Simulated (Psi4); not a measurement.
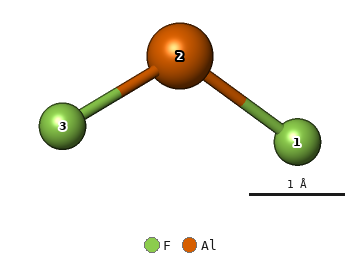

The input geometry (ball-and-stick view, seen at a tilt; atoms are numbered from 1 in the order of the input). Sticks mark near contacts.

# Energy and gradient calculation, with input and output: AlF₂

System: AlF₂, multiplicity 2, SMILES [F][Al][F].
Method: HSE06/def2-TZVPP, UKS (Psi4 1.11).

The geometry comes from this level: PBE0-D4/def2-TZVP.

**The program's output**
```
Psi4 1.11 release

  ==> Input QCSchema <==

--------------------------------------------------------------------------
{'id': None,
 'molecule': {'extras': {},
              'fix_com': True,
              'fix_orientation': True,
              'fix_symmetry': 'c1',
              'geometry': [1.00722402, -2.5722952, 0.25775864, 0.73453654, 0.52043057, 0.46336085, -1.76216961,
                           1.92941037, -0.74606387],
              'molecular_charge': 0.0,
              'molecular_multiplicity': 2.0,
              'name': 'AlF2',
              'provenance': {'creator': 'QCElemental',
                             'routine': 'qcelemental.molparse.from_schema',
                             'version': '0.51.2'},
              'schema_name': 'qcschema_molecule',
              'schema_version': 3,
              'symbols': ['F', 'Al', 'F'],
              'validated': True},
 'provenance': {'creator': 'QCElemental', 'routine': 'qcelemental.models.v1.results', 'version': '0.51.2'},
 'schema_name': 'qcschema_atomic_input',
 'schema_version': 2,
 'specification': {'driver': 'gradient',
                   'extras': {},
                   'keywords': {'d_convergence': 1e-08,
                                'dft_radial_points': 99,
                                'dft_spherical_points': 590,
                                'e_convergence': 1e-09,
                                'maxiter': 200,
                                'puream': True,
                                'reference': 'uks',
                                'scf_type': 'pk'},
                   'model': {'basis': 'def2-TZVPP', 'method': 'hse06'},
                   'program': '',
                   'protocols': {'error_correction': {'default_policy': True, 'policies': None},
                                 'native_files': 'none',
                                 'schema_name': 'qcschema_atomic_protocols',
                                 'stdout': True,
                                 'wavefunction': 'none'},
                   'schema_name': 'qcschema_atomic_specification'}}
--------------------------------------------------------------------------

gradient() will perform analytic gradient computation.

   => Loading Basis Set <=

    Name: DEF2-TZVPP
    Role: ORBITAL
    Keyword: BASIS

         ---------------------------------------------------------
                                   SCF
                              UKS Reference
                        1 Threads,   1525 MiB Core
         ---------------------------------------------------------

  ==> Geometry <==

    Molecular point group: c1
    Full point group: C1

    Geometry (in Bohr), charge = 0, multiplicity = 2:

       Center              X                  Y                   Z               Mass
    ------------   -----------------  -----------------  -----------------  -----------------
         F            1.007224020000    -2.572295200000     0.257758640000    18.998403162730
         AL           0.734536540000     0.520430570000     0.463360850000    26.981538530000
         F           -1.762169610000     1.929410370000    -0.746063870000    18.998403162730

  Running in c1 symmetry.

  Rotational constants: A =      1.53537  B =      0.21892  C =      0.19160 [cm^-1]
  Rotational constants: A =  46029.32207  B =   6563.02163  C =   5744.01930 [MHz]
  Nuclear repulsion =   90.260753071325638

  Charge       = 0
  Multiplicity = 2
  Electrons    = 31
  Nalpha       = 16
  Nbeta        = 15

  ==> Algorithm <==

  SCF Algorithm Type is PK.
  DIIS enabled.
  MOM disabled.
  Fractional occupation disabled.
  Guess Type is SAD.
  Energy threshold   = 1.00e-09
  Density threshold  = 1.00e-08
  Integral threshold = 1.00e-12

  ==> Primary Basis <==

  Basis Set: DEF2-TZVPP
    Blend: DEF2-TZVPP
    Number of shells: 36
    Number of basis functions: 104
    Number of Cartesian functions: 120
    Spherical Harmonics?: true
    Max angular momentum: 3

  ==> DFT Potential <==

   => LibXC <=

    Version 7.1.2

   => Composite Functional: HSE06 <=

    HSE06 Hyb-GGA Exchange-Correlation Functional

    Deriv               =              1
    GGA                 =           TRUE
    Meta                =          FALSE

    Exchange Hybrid     =           TRUE
    MP2 Hybrid          =          FALSE

   => Exchange Functionals <=

    1.0000   short-range part of the PBE (default w=0 gives PBEh) [omega = 0.1100]
    -0.2500   short-range part of the PBE (default w=0 gives PBEh) [omega = 0.1100]

   => Exact (HF) Exchange <=

    -0.2500            HF,LR [omega = 0.1100]
    0.2500               HF

   => Correlation Functionals <=

    1.0000   Perdew, Burke & Ernzerhof

   => LibXC Density Thresholds  <==

    XC_HYB_GGA_XC_HSE06:  1.00E-15

   => Molecular Quadrature <=

    Radial Scheme          =       TREUTLER
    Pruning Scheme         =           NONE
    Nuclear Scheme         =       TREUTLER

    Blocking Scheme        =         OCTREE
    BS radius alpha        =              1
    Pruning alpha          =              1
    Radial Points          =             99
    Spherical Points       =            590
    Total Points           =         168841
    Total Blocks           =           1314
    Max Points             =            256
    Max Functions          =            101
    Weights Tolerance      =       1.00E-15

  ==> Integral Setup <==

  Using in-core PK algorithm.
   Calculation information:
      Number of atoms:                   3
      Number of AO shells:              36
      Number of primitives:             67
      Number of atomic orbitals:       120
      Number of basis functions:       104

      Integral cutoff                 1.00e-12
      Number of threads:                 1

  Performing in-core PK
  Using 44725590 doubles for integral storage.
  We computed 194619 shell quartets total.
  Whereas there are 222111 unique shell quartets.

  Computing range-separated integrals for PK
  We computed 194619 wK shell quartets total.
  Whereas there are 222111 wK unique shell quartets.

  ==> DiskJK: Disk-Based J/K Matrices <==

    J tasked:                  Yes
    K tasked:                  Yes
    wK tasked:                 Yes
    Omega:               1.100E-01
    Memory [MiB]:              892
    Schwarz Cutoff:          1E-12

  Cached 50.0% of DFT collocation blocks in 0.195 [GiB].

  Minimum eigenvalue in the overlap matrix is 5.9360625023E-03.
  Reciprocal condition number of the overlap matrix is 1.4486989271E-03.
    Using symmetric orthogonalization.

  ==> Pre-Iterations <==

  SCF Guess: Superposition of Atomic Densities via on-the-fly atomic UHF (no occupation information).

   -------------------------
    Irrep   Nso     Nmo
   -------------------------
     A        104     104
   -------------------------
    Total     104     104
   -------------------------

  ==> Iterations <==

                        Total Energy        Delta E     RMS |[F,P]|

   @UKS iter SAD:  -441.37570153396393   -4.41376e+02   0.00000e+00
   @UKS iter   1:  -441.89059559413732   -5.14894e-01   6.92743e-03 ADIIS/DIIS
   @UKS iter   2:  -441.41974808862869    4.70848e-01   1.35281e-02 ADIIS/DIIS
   @UKS iter   3:  -442.05214840708004   -6.32400e-01   7.22910e-04 ADIIS/DIIS
   @UKS iter   4:  -442.05332807511405   -1.17967e-03   1.42459e-04 ADIIS/DIIS
   @UKS iter   5:  -442.05338145766979   -5.33826e-05   2.89342e-05 DIIS
   @UKS iter   6:  -442.05338570105454   -4.24338e-06   4.35831e-06 DIIS
   @UKS iter   7:  -442.05338582391113   -1.22857e-07   1.50385e-06 DIIS
   @UKS iter   8:  -442.05338586133098   -3.74199e-08   3.12784e-07 DIIS
   @UKS iter   9:  -442.05338586163299   -3.02009e-10   3.57719e-07 DIIS
   @UKS iter  10:  -442.05338586205772   -4.24734e-10   5.20488e-08 DIIS
   @UKS iter  11:  -442.05338586207176   -1.40403e-11   6.07738e-09 DIIS
  Energy and wave function converged.

  ==> Post-Iterations <==

   Electrons on quadrature grid:
      Nalpha   =   16.0000004564 ; deviation = 4.564e-07
      Nbeta    =   15.0000005051 ; deviation = 5.051e-07
      Ntotal   =   31.0000009615 ; deviation = 9.615e-07

   @Spin Contamination Metric:   9.266745150E-04
   @S^2 Expected:                7.500000000E-01
   @S^2 Observed:                7.509266745E-01
   @S   Expected:                5.000000000E-01
   @S   Observed:                5.000000000E-01

    Orbital Energies [Eh]
    ---------------------

    Alpha Occupied:

       1A    -56.194037     2A    -24.732588     3A    -24.732587
       4A     -4.216335     5A     -2.748662     6A     -2.746188
       7A     -2.743473     8A     -1.177867     9A     -1.170240
      10A     -0.494916    11A     -0.459642    12A     -0.432838
      13A     -0.429700    14A     -0.416519    15A     -0.410238
      16A     -0.244624

    Alpha Virtual:

      17A     -0.068797    18A      0.006586    19A      0.014715
      20A      0.121571    21A      0.152986    22A      0.153851
      23A      0.186537    24A      0.186744    25A      0.197046
      26A      0.233680    27A      0.294002    28A      0.356979
      29A      0.541315    30A      0.567690    31A      0.620080
      32A      0.635229    33A      0.635711    34A      0.640436
      35A      0.684569    36A      0.693420    37A      0.700238
      38A      0.701691    39A      0.725590    40A      0.778008
      41A      0.811206    42A      0.835741    43A      0.856221
      44A      0.920138    45A      0.942753    46A      0.945781
      47A      1.045229    48A      1.135121    49A      1.812662
      50A      1.829837    51A      1.975501    52A      1.989497
      53A      2.056688    54A      2.074371    55A      2.092832
      56A      2.303247    57A      2.342223    58A      2.351974
      59A      2.459882    60A      2.529065    61A      2.626876
      62A      3.092058    63A      3.103937    64A      3.118175
      65A      3.216715    66A      3.246474    67A      3.288962
      68A      3.368334    69A      3.401714    70A      3.423125
      71A      3.557732    72A      3.816550    73A      3.975152
      74A      4.048981    75A      6.858012    76A      6.862698
      77A      6.866764    78A      6.868554    79A      6.872828
      80A      6.881079    81A      6.882403    82A      6.883538
      83A      6.885445    84A      6.886031    85A      6.890760
      86A      6.893044    87A      6.893675    88A      6.904711
      89A      7.600404    90A      8.288393    91A      8.313988
      92A      8.338942    93A      8.349719    94A      8.525806
      95A      8.546470    96A      8.567290    97A      8.630275
      98A      8.664704    99A      8.753529   100A      9.144613
     101A      9.333974   102A      9.753158   103A     56.818107
     104A     56.846873

    Beta Occupied:

       1A    -56.190827     2A    -24.730412     3A    -24.730410
       4A     -4.210350     5A     -2.744440     6A     -2.739959
       7A     -2.738488     8A     -1.172449     9A     -1.164832
      10A     -0.483697    11A     -0.448443    12A     -0.427807
      13A     -0.427722    14A     -0.415666    15A     -0.407950

    Beta Virtual:

      16A     -0.137013    17A     -0.024781    18A      0.032996
      19A      0.043440    20A      0.159161    21A      0.182894
      22A      0.183230    23A      0.210240    24A      0.213015
      25A      0.215910    26A      0.255663    27A      0.312487
      28A      0.381334    29A      0.551305    30A      0.578366
      31A      0.633094    32A      0.643717    33A      0.656562
      34A      0.666273    35A      0.704372    36A      0.710290
      37A      0.724519    38A      0.730316    39A      0.751852
      40A      0.795724    41A      0.822866    42A      0.859104
      43A      0.880836    44A      0.926759    45A      0.946716
      46A      0.978403    47A      1.052607    48A      1.154573
      49A      1.831220    50A      1.859410    51A      1.983939
      52A      1.991528    53A      2.062429    54A      2.078259
      55A      2.094177    56A      2.306438    57A      2.347957
      58A      2.356434    59A      2.468139    60A      2.534620
      61A      2.631873    62A      3.104222    63A      3.117034
      64A      3.122652    65A      3.224681    66A      3.250785
      67A      3.291834    68A      3.371730    69A      3.406156
      70A      3.430172    71A      3.564613    72A      3.819662
      73A      3.980952    74A      4.057216    75A      6.861916
      76A      6.866340    77A      6.868967    78A      6.869896
      79A      6.876012    80A      6.883758    81A      6.884155
      82A      6.884621    83A      6.887711    84A      6.887819
      85A      6.894631    86A      6.895577    87A      6.896640
      88A      6.908417    89A      7.607576    90A      8.290580
      91A      8.315271    92A      8.342182    93A      8.350823
      94A      8.531913    95A      8.551222    96A      8.572318
      97A      8.638167    98A      8.671136    99A      8.761942
     100A      9.149931   101A      9.342109   102A      9.757382
     103A     56.820088   104A     56.848875

    Final Occupation by Irrep:
              A
    DOCC [    15 ]
    SOCC [     1 ]
    NA   [    16 ]
    NB   [    15 ]

  @UKS Final Energy:  -442.05338586207176

   => Energetics <=

    Nuclear Repulsion Energy =             90.2607530713256381
    One-Electron Energy =                -796.5285977363538450
    Two-Electron Energy =                 294.5296088886358348
    DFT Exchange-Correlation Energy =     -30.3151500856793987
    Empirical Dispersion Energy =           0.0000000000000000
    VV10 Nonlocal Energy =                  0.0000000000000000
    Total Energy =                       -442.0533858620717638

  UHF NO Occupations:
  HONO-2 :   14  A 1.9998071
  HONO-1 :   15  A 1.9998040
  HONO-0 :   16  A 1.0000000
  LUNO+0 :   17  A 0.0001960
  LUNO+1 :   18  A 0.0001929
  LUNO+2 :   19  A 0.0000364
  LUNO+3 :   20  A 0.0000204

Computation Completed

Properties will be evaluated at   0.000000,   0.000000,   0.000000 [a0]

Properties computed using the SCF density matrix

 Multipole Moments:

 ------------------------------------------------------------------------------------
     Multipole            Electronic (a.u.)      Nuclear  (a.u.)        Total (a.u.)
 ------------------------------------------------------------------------------------

 L = 1.  Multiply by 2.5417464519 to convert [e a0] to [Debye]
 Dipole X            :         -2.2467354            2.7544647            0.5077294
 Dipole Y            :         -0.5952323            0.9796339            0.3844017
 Dipole Z            :         -1.3059008            1.6289440            0.3230432
 Magnitude           :                                                    0.7140803

 ------------------------------------------------------------------------------------

	total time  =         20 seconds =       0.33 minutes

         ------------------------------------------------------------
                                   SCF GRAD
         ------------------------------------------------------------

  ==> Geometry <==

    Molecular point group: c1
    Full point group: C1

    Geometry (in Bohr), charge = 0, multiplicity = 2:

       Center              X                  Y                   Z               Mass
    ------------   -----------------  -----------------  -----------------  -----------------
         F            1.007224020000    -2.572295200000     0.257758640000    18.998403162730
         AL           0.734536540000     0.520430570000     0.463360850000    26.981538530000
         F           -1.762169610000     1.929410370000    -0.746063870000    18.998403162730

  Nuclear repulsion =   90.260753071325638

  ==> Basis Set <==

  Basis Set: DEF2-TZVPP
    Blend: DEF2-TZVPP
    Number of shells: 36
    Number of basis functions: 104
    Number of Cartesian functions: 120
    Spherical Harmonics?: true
    Max angular momentum: 3

  ==> DirectJKGrad: Integral-Direct SCF Gradients <==

    Gradient:                    1
    J tasked:                  Yes
    K tasked:                  Yes
    wK tasked:                 Yes
    Omega:               1.100E-01
    Integrals threads:           1
    Schwarz Cutoff:          1E-12

  ==> DFT Potential <==

   => LibXC <=

    Version 7.1.2

   => Composite Functional: HSE06 <=

    HSE06 Hyb-GGA Exchange-Correlation Functional

    Deriv               =              1
    GGA                 =           TRUE
    Meta                =          FALSE

    Exchange Hybrid     =           TRUE
    MP2 Hybrid          =          FALSE

   => Exchange Functionals <=

    1.0000   short-range part of the PBE (default w=0 gives PBEh) [omega = 0.1100]
    -0.2500   short-range part of the PBE (default w=0 gives PBEh) [omega = 0.1100]

   => Exact (HF) Exchange <=

    -0.2500            HF,LR [omega = 0.1100]
    0.2500               HF

   => Correlation Functionals <=

    1.0000   Perdew, Burke & Ernzerhof

   => LibXC Density Thresholds  <==

    XC_HYB_GGA_XC_HSE06:  1.00E-15

   => Molecular Quadrature <=

    Radial Scheme          =       TREUTLER
    Pruning Scheme         =           NONE
    Nuclear Scheme         =       TREUTLER

    Blocking Scheme        =         OCTREE
    BS radius alpha        =              1
    Pruning alpha          =              1
    Radial Points          =             99
    Spherical Points       =            590
    Total Points           =         168841
    Total Blocks           =           1314
    Max Points             =            256
    Max Functions          =            101
    Weights Tolerance      =       1.00E-15

  -Total Gradient:
     Atom            X                  Y                   Z
    ------   -----------------  -----------------  -----------------
       1       -0.000011230291     0.000077911414     0.000002784310
       2       -0.000026779453    -0.000014981204    -0.000016430183
       3        0.000065315815    -0.000042257649     0.000031019284

	total time  =          9 seconds =       0.15 minutes

    Psi4 run time: 0:00:29.26
```

**File result.json**
```
{
 "driver": "gradient",
 "model": {
  "method": "hse06",
  "basis": "def2-TZVPP"
 },
 "success": true,
 "return_result": [-1.1230290951435781e-05, 7.791141395477319e-05, 2.784310411263133e-06, -2.677945255799563e-05, -1.4981204200376075e-05, -1.6430183342255877e-05, 6.531581546977139e-05, -4.225764871797211e-05, 3.1019284255896784e-05],
 "properties": {
  "calcinfo_nbasis": 104,
  "calcinfo_nmo": 104,
  "calcinfo_nalpha": 16,
  "calcinfo_nbeta": 15,
  "calcinfo_natom": 3,
  "nuclear_repulsion_energy": 90.26075307132564,
  "return_energy": -442.05338586207176,
  "return_gradient": [-1.1230290951435781e-05, 7.791141395477319e-05, 2.784310411263133e-06, -2.677945255799563e-05, -1.4981204200376075e-05, -1.6430183342255877e-05, 6.531581546977139e-05, -4.225764871797211e-05, 3.1019284255896784e-05],
  "scf_one_electron_energy": -796.5285977363538,
  "scf_two_electron_energy": 294.52960888863583,
  "scf_xc_energy": -30.3151500856794,
  "scf_dipole_moment": [0.5077293531942937, 0.38440168631537375, 0.3230431837221528],
  "scf_total_energy": -442.05338586207176,
  "scf_total_gradient": [-1.1230290951435781e-05, 7.791141395477319e-05, 2.784310411263133e-06, -2.677945255799563e-05, -1.4981204200376075e-05, -1.6430183342255877e-05, 6.531581546977139e-05, -4.225764871797211e-05, 3.1019284255896784e-05],
  "scf_iterations": 11
 }
}
```

This output came from the following input.

**Input (alf2.json)**
```
{
  "schema_name": "qcschema_input",
  "schema_version": 1,
  "molecule": {
    "schema_name": "qcschema_molecule",
    "schema_version": 2,
    "symbols": ["F", "Al", "F"],
    "geometry": [1.00722402, -2.5722952, 0.25775864, 0.73453654, 0.52043057, 0.46336085, -1.76216961, 1.92941037, -0.74606387],
    "molecular_charge": 0,
    "molecular_multiplicity": 2,
    "fix_symmetry": "c1",
    "fix_com": true,
    "fix_orientation": true
  },
  "driver": "gradient",
  "model": {
    "method": "hse06",
    "basis": "def2-TZVPP"
  },
  "keywords": {
    "reference": "uks",
    "puream": true,
    "e_convergence": 1e-09,
    "d_convergence": 1e-08,
    "scf_type": "pk",
    "dft_radial_points": 99,
    "dft_spherical_points": 590,
    "maxiter": 200
  }
}
```

Run as:
```bash
psi4 --qcschema alf2.json -n 1 --memory 1600MB
```

**Key numbers**

```csv
quantity,value
outcome,converged
total energy,−442.053386 hartree
basis functions,104
largest force,0.004 eV/Å
⟨S²⟩,0.751
dipole moment,1.82 D
hardware,"1 thread of Intel Xeon (Sapphire Rapids), 64 GiB of memory available, shared host"
wall time,30 s
peak memory,0.75 GiB
```
